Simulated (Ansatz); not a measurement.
**Transmission past a defect: W wire along [100], 2 atoms a period, divacancy of W and W**

Aim: how much does this defect scatter, and at which energies?

Calculated with Ansatz 0.2.0; DFT PBE, plane waves, PAW; relaxation of a wire's period, in the first sound run; inputs show where later runs differ.

**1. Starting point**

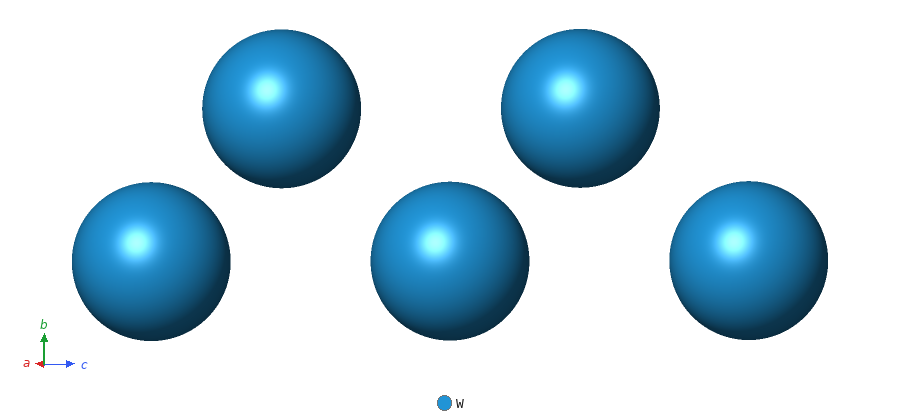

The starting structure, seen from the side, with the c axis across the page (tungsten blue). 1×1×2 cells are drawn. Some periodic images of atoms are drawn too.

The cell holds 2 atoms: 2 W. Cell: a = 8.385 Å, b = 8.385 Å, c = 3.170 Å, α = 90.0°, β = 90.0°, γ = 90.0°. Vacuum lies along a and b. The structure's axis is c.

**2. Relaxing the period**

Band widths follow the bond lengths, so the wire is relaxed first. The atoms and the third cell vector are free; the box across stays fixed as vacuum. A Fermi-Dirac smearing is set since the result may be a metal. The pressure printed is a third of the stress's trace over the whole box, vacuum included; only the stress along the axis is relaxed.

Input file input.yaml:

```yaml
crystal:
  lattice:
    - [8.385, 0.0, 0.0]
    - [0.0, 8.385, 0.0]
    - [0.0, 0.0, 3.17]
  atoms:
    - { symbol: W, position: [0.405485987, 0.405485987, 0.0] }
    - { symbol: W, position: [0.594514013, 0.594514013, 0.5] }
kpoints:
  mp_grid: { grid: [1, 1, 26] }
scf:
  occupations: { method: fermi_dirac, width: 0.05 }
hamiltonian:
  xc: pbe
relax:
  cell: { fix: [a, b, alpha, beta, gamma] }
  max_steps: 60
```

Launch:

```bash
ansatz run input.yaml --threads 4 --pin off --max-ram 16384MiB --backend cpu --events-out ev --progress --plain --runs-dir out
```

Numbers of over 12 decimals in the logs are rounded to 6 here.

What it wrote:

```text
Engine: ansatz 0.2.0, aarch64-unknown-linux-gnu
Pseudopotentials: kind: paw
Pseudopotential: W, paw, valence charge 14, recommended cutoff 420 eV (normal), W.paw.azcp
Functional definition: PBE
  parameter kappa = 0.804
  parameter beta = 0.066725
  exchange = pbe_x(kappa = kappa, mu = beta*pi^2/3)
  correlation = pbe_c(beta = beta)
Crystal: 2 atoms, lattice volume = 222.877 Å³
Basis set: ecut = 420 eV, 4335 PW (Γ), exchange–correlation on 120×120×48 points (8 copies of the dense FFT grid, shifted against one another)
Bands: 18, of which v1, the nominal top of the filled ones, is band 14 counted from 1 (13 counted from 0)
Symmetry: 8 space group operations
Space group: Cmcm (ITA 63), of the structure as read, at distance tolerance 6.1e-5 Å
k-points: 14 of 26
Non-local potential: W, projectors of the file, l = 0: 3, l = 1: 2, l = 2: 2, l = 3: 1
PAW form: soft (Blöchl's): semilocal exchange-correlation on the pseudo side does not see the compensation charge
PAW one-centre angular grid: W, 590 points (default); XC on 64 Gauss nodes
Initial density: superposition of atomic densities (neutral atoms: chi_scale 0, normalization atom), corrected by the library's trained network
Initial wavefunctions: pseudopotential atomic-orbital guess
Functional: x = pbe(κ = 0.804, μ = 0.219515), c = pbe(β = 0.066725)
SCF iter   1: F=—  HF=-20759.334925 eV  |F-HF|=—  |Δ(HF+E_count)|=         —  Δρ=1.03e-2  dr2=1.88e-1  ethr=1.77e-3  ⟨swp⟩=5.3  Hψ=1164  notcnv=0
preconditioner: auto → LDOS  [metal: Δε(μ)=0.019 eV  Ē_g=2.187 eV  σ=0.050 eV  W_gap=0.09  n_scr=20 (ndim 8)  ℏωp=8.6 eV  f_vac=0.577  D(μ)=6.39/eV (n_scr^D=46)  β→1.0]
SCF iter   2: F=—  HF=-20759.326936 eV  |F-HF|=—  |Δ(HF+E_count)|=   7.99e-3  Δρ=7.46e-3  dr2=1.07e-1  ethr=6.71e-4  ⟨swp⟩=2.2  Hψ=516  notcnv=0
SCF iter   3: F=—  HF=-20759.312976 eV  |F-HF|=—  |Δ(HF+E_count)|=   1.40e-2  Δρ=1.68e-3  dr2=6.47e-3  ethr=3.81e-4  ⟨swp⟩=2.9  Hψ=373  notcnv=0
SCF iter   4: F=—  HF=-20759.313713 eV  |F-HF|=—  |Δ(HF+E_count)|=   7.36e-4  Δρ=5.14e-4  dr2=5.16e-4  ethr=2.31e-5  ⟨swp⟩=1.0  Hψ=252  notcnv=0
SCF iter   5: F=—  HF=-20759.314273 eV  |F-HF|=—  |Δ(HF+E_count)|=   5.60e-4  Δρ=2.50e-4  dr2=1.35e-4  ethr=1.84e-6  ⟨swp⟩=2.1  Hψ=366  notcnv=0
SCF iter   6: F=—  HF=-20759.314336 eV  |F-HF|=—  |Δ(HF+E_count)|=   6.32e-5  Δρ=6.15e-5  dr2=3.37e-6  ethr=4.83e-7  ⟨swp⟩=2.1  Hψ=361  notcnv=0
SCF iter   7: F=—  HF=-20759.314333 eV  |F-HF|=—  |Δ(HF+E_count)|=   3.21e-6  Δρ=1.97e-5  dr2=9.01e-7  ethr=1.20e-8  ⟨swp⟩=2.4  Hψ=424  notcnv=0
SCF iter   8: F=-20759.314333 eV  HF=-20759.314333 eV  |F-HF|=8.19e-8  |Δ(HF+E_count)|=   5.38e-7  Δρ=5.67e-6  dr2=5.47e-8  ethr=3.57e-10  ⟨swp⟩=3.6  Hψ=1039  notcnv=0
SCF 1 converged in 8 iterations: F = -20759.314333 eV  dr2 = 5.47e-8
  greatest PAW one-centre occupation: 1.000 electrons in one spin orbital (limit 2), on the W atom at site 1 (counted from 0), in its partial waves of l = 0
relax step   1: F+E_penalty+E_count = -20759.31433326 eV  Δ(F+E_penalty+E_count) = +0.000e0 eV  max|allowed force component| = 4.657e0 eV/Å  Δτ_max = 0.0000 Å  P = -6.584 GPa  Ω = 222.877 Å³  fix = [a, b, alpha, beta, gamma]  reactions: a -5.422, b -5.422 GPa; gamma +5.337 GPa/rad  (8 SCF iters, dr2 threshold 1.00e-7 eV, accepted)
Crystal: 2 atoms, lattice volume = 220.427 Å³
Basis set: ecut = 420 eV, 4295 PW (Γ), exchange–correlation on 120×120×48 points (8 copies of the dense FFT grid, shifted against one another)
Initial density: handed on by an earlier stage of this run
Initial wavefunctions: those handed on with the density
SCF iter   1: F=—  HF=-20761.865315 eV  |F-HF|=—  |Δ(HF+E_count)|=         —  Δρ=1.42e-2  dr2=9.29e-1  ethr=3.10e-3  ⟨swp⟩=8.1  Hψ=1334  notcnv=0
preconditioner: auto → LDOS  [metal: Δε(μ)=0.089 eV  Ē_g=3.258 eV  σ=0.050 eV  W_gap=0.42  n_scr=20 (ndim 8)  ℏωp=8.7 eV  f_vac=0.601  D(μ)=2.87/eV (n_scr^D=12)  β→1.0]
SCF iter   2: F=—  HF=-20761.775001 eV  |F-HF|=—  |Δ(HF+E_count)|=   9.03e-2  Δρ=9.60e-3  dr2=5.68e-1  ethr=3.10e-3  ⟨swp⟩=3.1  Hψ=555  notcnv=0
SCF iter   3: F=—  HF=-20761.676703 eV  |F-HF|=—  |Δ(HF+E_count)|=   9.83e-2  Δρ=1.99e-3  dr2=2.29e-2  ethr=2.03e-3  ⟨swp⟩=2.4  Hψ=433  notcnv=0
SCF iter   4: F=—  HF=-20761.674988 eV  |F-HF|=—  |Δ(HF+E_count)|=   1.72e-3  Δρ=5.37e-4  dr2=1.17e-3  ethr=8.16e-5  ⟨swp⟩=2.4  Hψ=479  notcnv=0
SCF iter   5: F=—  HF=-20761.675660 eV  |F-HF|=—  |Δ(HF+E_count)|=   6.72e-4  Δρ=1.53e-4  dr2=4.22e-5  ethr=4.17e-6  ⟨swp⟩=2.0  Hψ=346  notcnv=0
SCF iter   6: F=—  HF=-20761.675686 eV  |F-HF|=—  |Δ(HF+E_count)|=   2.65e-5  Δρ=3.82e-5  dr2=3.36e-6  ethr=1.51e-7  ⟨swp⟩=2.9  Hψ=487  notcnv=0
SCF iter   7: F=-20761.675688 eV  HF=-20761.675688 eV  |F-HF|=1.88e-7  |Δ(HF+E_count)|=   1.35e-6  Δρ=8.14e-6  dr2=1.23e-7  ethr=7.14e-10  ⟨swp⟩=4.0  Hψ=1101  notcnv=0
SCF 2 converged in 7 iterations: F = -20761.675688 eV  dr2 = 1.23e-7
relax step   2: F+E_penalty+E_count = -20761.67568775 eV  Δ(F+E_penalty+E_count) = -2.361e0 eV  max|allowed force component| = 2.533e0 eV/Å  Δτ_max = 0.1950 Å  P = -3.467 GPa  Ω = 220.427 Å³  energy of the carried Pulay correction = +1.034e-4 eV  fix = [a, b, alpha, beta, gamma]  reactions: a -2.509, b -2.509 GPa; gamma +2.448 GPa/rad  (7 SCF iters, dr2 threshold 2.00e-7 eV, accepted)
Crystal: 2 atoms, lattice volume = 215.198 Å³
Basis set: ecut = 420 eV, 4175 PW (Γ), exchange–correlation on 120×120×48 points (8 copies of the dense FFT grid, shifted against one another)
SCF iter   1: F=—  HF=-20761.218715 eV  |F-HF|=—  |Δ(HF+E_count)|=         —  Δρ=2.04e-2  dr2=1.74e0  ethr=3.10e-3  ⟨swp⟩=7.9  Hψ=1463  notcnv=0
preconditioner: auto → Resta (q_TF=auto, 1.942 Å⁻¹)  ε∞=4.9  [insulator: Δε(μ)=0.728 eV  Ē_g=4.457 eV  σ=0.050 eV  W_gap=1.00  n_scr=20 (ndim 8)  ℏωp=8.8 eV  f_vac=0.634  D(μ)=0.01/eV (n_scr^D=0)  ε∞_Penn≈4.9  vacuum switching on, ρ_ref=1.4e-3 e/Å³]
SCF iter   2: F=—  HF=-20760.767217 eV  |F-HF|=—  |Δ(HF+E_count)|=   4.51e-1  Δρ=7.02e-3  dr2=1.66e-1  ethr=3.10e-3  ⟨swp⟩=2.8  Hψ=517  notcnv=0
SCF iter   3: F=—  HF=-20760.732095 eV  |F-HF|=—  |Δ(HF+E_count)|=   3.51e-2  Δρ=2.14e-3  dr2=1.45e-2  ethr=5.91e-4  ⟨swp⟩=2.0  Hψ=373  notcnv=0
SCF iter   4: F=—  HF=-20760.733761 eV  |F-HF|=—  |Δ(HF+E_count)|=   1.67e-3  Δρ=4.51e-4  dr2=1.97e-3  ethr=5.17e-5  ⟨swp⟩=2.1  Hψ=378  notcnv=0
SCF iter   5: F=—  HF=-20760.733872 eV  |F-HF|=—  |Δ(HF+E_count)|=   1.11e-4  Δρ=2.43e-4  dr2=2.64e-4  ethr=7.05e-6  ⟨swp⟩=2.0  Hψ=357  notcnv=0
SCF iter   6: F=—  HF=-20760.733847 eV  |F-HF|=—  |Δ(HF+E_count)|=   2.46e-5  Δρ=5.44e-5  dr2=1.14e-5  ethr=9.43e-7  ⟨swp⟩=2.2  Hψ=353  notcnv=0
SCF iter   7: F=—  HF=-20760.733831 eV  |F-HF|=—  |Δ(HF+E_count)|=   1.57e-5  Δρ=1.45e-5  dr2=7.03e-7  ethr=4.06e-8  ⟨swp⟩=2.4  Hψ=414  notcnv=0
SCF iter   8: F=-20760.733831 eV  HF=-20760.733831 eV  |F-HF|=1.06e-8  |Δ(HF+E_count)|=   7.50e-8  Δρ=2.80e-6  dr2=1.85e-8  ethr=7.14e-10  ⟨swp⟩=5.0  Hψ=933  notcnv=0
SCF 3 converged in 8 iterations: F = -20760.733831 eV  dr2 = 1.85e-8
  greatest PAW one-centre occupation: 0.999 electrons in one spin orbital (limit 2), on the W atom at site 1 (counted from 0), in its partial waves of l = 0
relax step   3: F+E_penalty+E_count = -20760.73383133 eV  Δ(F+E_penalty+E_count) = +9.419e-1 eV  max|allowed force component| = 7.693e0 eV/Å  Δτ_max = 0.1977 Å  P = +6.710 GPa  Ω = 215.198 Å³  energy of the carried Pulay correction = +3.307e-4 eV  fix = [a, b, alpha, beta, gamma]  (8 SCF iters, dr2 threshold 2.00e-7 eV, rejected (line search))
[...]
relax step   4: F+E_penalty+E_count = -20761.99965491 eV  Δ(F+E_penalty+E_count) = -3.240e-1 eV  max|allowed force component| = 1.040e0 eV/Å  Δτ_max = 0.0359 Å  P = -1.606 GPa  Ω = 215.061 Å³  energy of the carried Pulay correction = +3.368e-4 eV  fix = [a, b, alpha, beta, gamma]  reactions: a -1.061, b -1.061 GPa; gamma +1.013 GPa/rad  (11 SCF iters, accepted)
[...]
relax step   5: F+E_penalty+E_count = -20762.06651587 eV  Δ(F+E_penalty+E_count) = -6.686e-2 eV  max|allowed force component| = 2.802e-1 eV/Å  Δτ_max = 0.0198 Å  P = +0.206 GPa  Ω = 209.598 Å³  energy of the carried Pulay correction = +5.845e-4 eV  fix = [a, b, alpha, beta, gamma]  reactions: a +0.191, b +0.191 GPa; gamma -0.223 GPa/rad  (6 SCF iters, dr2 threshold 2.00e-7 eV, accepted)
[...]
relax step   6: F+E_penalty+E_count = -20762.06853958 eV  Δ(F+E_penalty+E_count) = -2.024e-3 eV  max|allowed force component| = 8.426e-2 eV/Å  Δτ_max = 0.0099 Å  P = -0.072 GPa  Ω = 208.893 Å³  energy of the carried Pulay correction = +6.173e-4 eV  fix = [a, b, alpha, beta, gamma]  reactions: a -0.151, b -0.151 GPa; gamma +0.122 GPa/rad  (6 SCF iters, dr2 threshold 2.00e-7 eV, accepted)
[...]
relax step   7: F+E_penalty+E_count = -20762.06903476 eV  Δ(F+E_penalty+E_count) = -4.952e-4 eV  max|allowed force component| = 4.858e-4 eV/Å  Δτ_max = 0.0031 Å  P = -0.045 GPa  Ω = 209.401 Å³  energy of the carried Pulay correction = +5.937e-4 eV  fix = [a, b, alpha, beta, gamma]  reactions: a -0.072, b -0.072 GPa; gamma +0.041 GPa/rad  (5 SCF iters, dr2 threshold 2.00e-7 eV, accepted)
Basis set: ecut = 420 eV, 4045 PW (Γ), exchange–correlation on 120×120×40 points (8 copies of the dense FFT grid, shifted against one another)
Initial wavefunctions: pseudopotential atomic-orbital guess (no wavefunctions were taken with the density)
iter 1 solved again at ethr=2.14e-7 eV; its pass at ethr=3.10e-3 eV (dr2=5.98e-5 eV) is discarded
SCF iter   1: F=—  HF=-20762.068507 eV  |F-HF|=—  |Δ(HF+E_count)|=         —  Δρ=6.55e-5  dr2=1.20e-6  ethr=2.14e-7  ⟨swp⟩=4.0  Hψ=2034  notcnv=0
preconditioner: auto → LDOS  [metal: Δε(μ)=0.045 eV  Ē_g=3.543 eV  σ=0.050 eV  W_gap=0.21  n_scr=20 (ndim 8)  ℏωp=8.9 eV  f_vac=0.614  D(μ)=2.25/eV (n_scr^D=8)  β→1.0]
SCF iter   2: F=—  HF=-20762.068426 eV  |F-HF|=—  |Δ(HF+E_count)|=   8.16e-5  Δρ=6.86e-6  dr2=4.64e-8  ethr=4.28e-9  ⟨swp⟩=2.0  Hψ=449  notcnv=0
SCF iter   3: F=—  HF=-20762.068426 eV  |F-HF|=—  |Δ(HF+E_count)|=   1.52e-8  Δρ=2.15e-6  dr2=9.94e-9  ethr=1.66e-10  ⟨swp⟩=2.0  Hψ=450  notcnv=0
SCF iter   4: F=—  HF=-20762.068426 eV  |F-HF|=—  |Δ(HF+E_count)|=   3.33e-9  Δρ=3.82e-7  dr2=5.75e-10  ethr=3.55e-11  ⟨swp⟩=2.6  Hψ=442  notcnv=0
SCF iter   5: F=—  HF=-20762.068426 eV  |F-HF|=—  |Δ(HF+E_count)|=  5.82e-11  Δρ=2.27e-7  dr2=2.44e-10  ethr=2.05e-12  ⟨swp⟩=2.8  Hψ=498  notcnv=0
SCF iter   6: F=-20762.068426 eV  HF=-20762.068426 eV  |F-HF|=3.64e-12  |Δ(HF+E_count)|=  5.46e-11  Δρ=5.58e-8  dr2=9.86e-12  ethr=1.00e-12  ⟨swp⟩=5.3  Hψ=1312  notcnv=0
SCF 8 converged in 6 iterations: F = -20762.068426 eV  dr2 = 9.86e-12
relax step   8: F+E_penalty+E_count = -20762.06842579 eV  Δ(F+E_penalty+E_count) = +6.090e-4 eV  max|allowed force component| = 5.147e-4 eV/Å  Δτ_max = 0.0000 Å  P = -0.045 GPa  Ω = 209.401 Å³  fix = [a, b, alpha, beta, gamma]  reactions: a -0.071, b -0.071 GPa; gamma +0.040 GPa/rad  stress off target by 6.63e-3 GPa on what of the cell is left free  SCF on the basis re-selected at this cell (its energy is not comparable with the rows above)  (6 SCF iters)
basis re-selected at this cell: Δ(F+E_penalty+E_count) = +6.090e-4 eV, ΔP = +0.000 GPa vs the last step (what re-selecting the basis moved, of the pressure what is left beyond the Pulay correction that the steps carried, after the strain that the cell walked since its last selection, with what the two solves' SCF thresholds leave and, on support functions, any second-order correction that the steps lacked; it is no measure of the basis error at this ecutwfc). The dense FFT grid was sized anew with the basis: this SCF ran on 60×60×20 points, the steps before it on 60×60×24, so part of this shift can come from that change (see relax.cell in the input reference). [rest of the remark cut]
SCF converged after 6 iterations
Free energy (F): -20762.068426 eV
Harris-Foulkes:  -20762.068426 eV  (|F-HF|=3.64e-12)
Internal energy: -20762.050535 eV  (E = F + TS)
E sigma→0 (E₀):  -20762.059480 eV
Entropy (-TS):   -0.017891 eV (-8.946 meV/atom)
Fermi energy:    0.209717 eV
--- Per-component energies (eV) ---
  E_band       = -773.100058
  E_kinetic    = 892.716921
  E_local      = -6686.690221  (includes V_loc(G=0)·N_el)
  E_nonlocal   = 11.465682
  E_hartree    = 2863.901313
  E_xc         = -525.640144
  E_vxc        = -466.588675  (∫ρ·V_xc dr)
  E_paw        = -17127.062886  (= ΣΔE_a)
  E_vpaw       = -251.806042  (= ΣTr[D̂ρ^β])
  E_aug_tail   = -0.000121  (compensation charges beyond the density's cutoff)
  E_ewald      = -190.741078
  E_smearing   = -0.017891  (= −TS)
  E_closure    = 0.000000  (closes the sum)
  Σ components = -20762.068426   (vs F -20762.068426, Δ=0.00e0)
--- Forces (eV/Å), atoms counted from 1 ---
  atom   1  W     -0.00051472    -0.00051472     0.00000000
  atom   2  W      0.00051472     0.00051472     0.00000000
  max |Σ_I F_I| component: 1.08e-19 eV/Å
--- Stress (GPa, compression-positive) ---
       -0.070651      -0.040329       0.000000
       -0.040329      -0.070651       0.000000
        0.000000       0.000000       0.006631
  P = ⅓ Tr σ = -0.0449 GPa (-0.449 kbar)
--- Relaxed structure (7 steps of the walk, 6 accepted, 1 SCFs on fresh bases) ---
  F+E_penalty+E_count = -20762.06842579 eV   max|allowed force component| = 5.147e-4 eV/Å   (the final SCF, on the basis selected at the relaxed cell)
  cell:  # Å, volume = 209.4012 Å³
    - [8.385, 0, 0.0]
    - [0, 8.385, 0.0]
    - [0.0, 0.0, 2.978332]
  atoms:
    - { symbol: W, position: [0.426063, 0.426063, 0.0] }
    - { symbol: W, position: [0.573937, 0.573937, 0.500000] }
```

Run time: 7 s. Hardware: 4 threads of Arm Neoverse V1, shared host; peak memory 0.48 GiB.

Relaxation path:

```csv
step,energy less that of the first step (eV),largest force component (eV/Å),pressure (GPa),volume (Å³)
1,0.0000,4.6571,-6.58,222.88
2,-2.3614,2.5334,-3.47,220.43
3,-1.4195,7.6935,6.71,215.20
4,-2.6853,1.0396,-1.61,215.06
5,-2.7522,0.2802,0.21,209.60
6,-2.7542,0.0843,-0.07,208.89
7,-2.7547,0.0005,-0.05,209.40
8*,-2.7541,0.0005,-0.04,209.40
```

Relaxation steps marked * repeat the geometry before them on a plane-wave basis chosen anew for their cell, so energy and pressure can jump there. Relaxation step 3 was tried and not accepted.

Forces are held to the 8 operations that the run works with; a distortion that breaks them can't arise in this run.

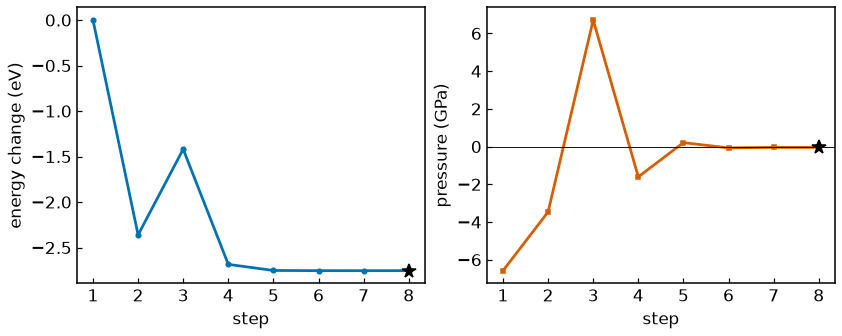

Energy and pressure along the relaxation. Stars mark steps on a basis chosen anew.

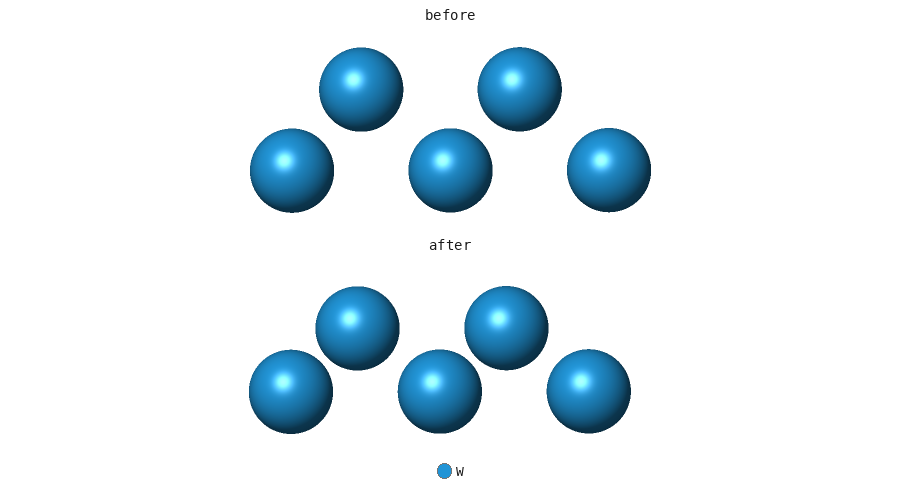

Before and after, at one scale.

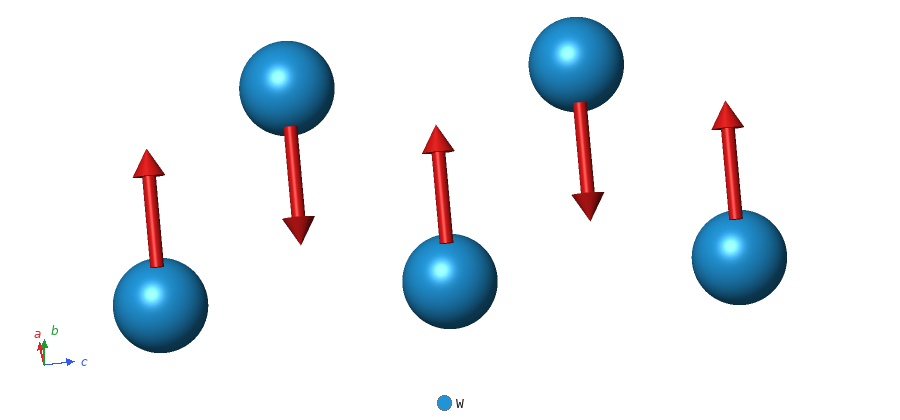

Displacements in the relaxation, exaggerated, measured against the changing cell; the longest in the cell stands for 0.24 Å. 1×1×2 cells are drawn. Some periodic images of atoms are drawn too.

```csv
cell as run,before,after,change
c (Å),3.170,2.978,-6.0 %
```

The atoms that moved most (Å, along periodic axes as changes of fractional coordinates times the final cell, across vacuum about the mean position):

```csv
atom,dx,dy,dz,length
W1,0.173,0.173,0.000,0.244
W2,-0.173,-0.173,0.000,0.244
```

The relaxed structure:

```cif
data_structure
_symmetry_space_group_name_H-M 'P 1'
_symmetry_Int_Tables_number 1
_cell_length_a 8.3850
_cell_length_b 8.3850
_cell_length_c 2.9783
_cell_angle_alpha 90.000
_cell_angle_beta 90.000
_cell_angle_gamma 90.000
_cell_volume 209.40
loop_
_atom_site_label
_atom_site_type_symbol
_atom_site_fract_x
_atom_site_fract_y
_atom_site_fract_z
_atom_site_occupancy
W1 W 0.42606 0.42606 0.00000 1
W2 W 0.57394 0.57394 0.50000 1
```

This step gave:

* energy at zero smearing: -20762.0595 eV
* cell length along the wire: 2.978 Å

The cell's length comes to 2.978 Å with spin left out.

(Part 1 of 3 ends here.)

[Logs are printed without paths, hosts, clocks, repeated set-up lines and the standing remarks that a program may print on its own settings, such as how far it seeks lower states.]

[Hosts, paths, dates, database ids (printed as entryN), source tags and the programs' standing remarks are cut or masked in the printed files.]
